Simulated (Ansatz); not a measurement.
A computed series for hypothetical rock salt BN: pressure series

Take BN in the rock salt structure (space group Fm-3m, No. 225; a = 3.503 Å; a hypothetical phase, not in the database extracts checked) as the base.

Cell and atoms are relaxed at each pressure.

All numbers come from PBE, PAW, 420 eV (Ansatz, a quantum-chemistry and plane-wave program; no spin-orbit coupling).

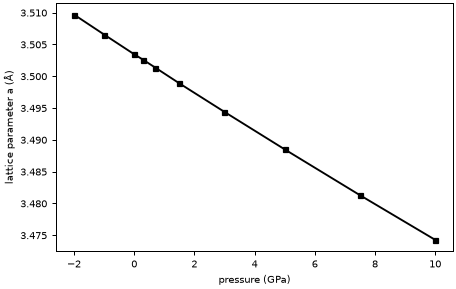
Figure: Lattice parameter a against pressure

### Question
From the plot, what is the lattice parameter a for pressure 10 GPa?

### Answer
About 3.474 Å.

### Question
Is the trend monotonic over the range shown?

### Answer
Yes, it falls throughout, spanning 3.474 Å to 3.510 Å.

Load acts through the strain it causes; cell and atoms are relaxed under it. Whether these cells are dynamically stable was not tested. Competing high-pressure phases were not computed.
